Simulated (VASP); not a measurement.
Band structure of CuZn (CsCl type). These are LDA (Ceperley-Alder, Perdew-Zunger), VASP's LDA PAW potentials (set 64) (plane waves; VASP) values and carry that method's errors.

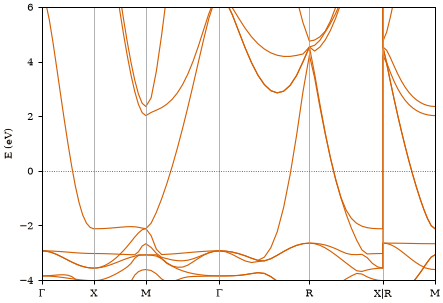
Figure. Bands along high-symmetry lines, zero at the valence-band maximum or, without a gap, the Fermi level

Question: Read the plot: is there a gap, and where are the band edges?

Answer: It has no gap at this level: it comes out as a metal or semimetal. (Edges off the drawn lines would not show.)

The compound is CuZn in the CsCl type structure. It was relaxed first, which changed the volume by -7 %. The electron count is odd and the run is not spin-polarised, which forces a metal.
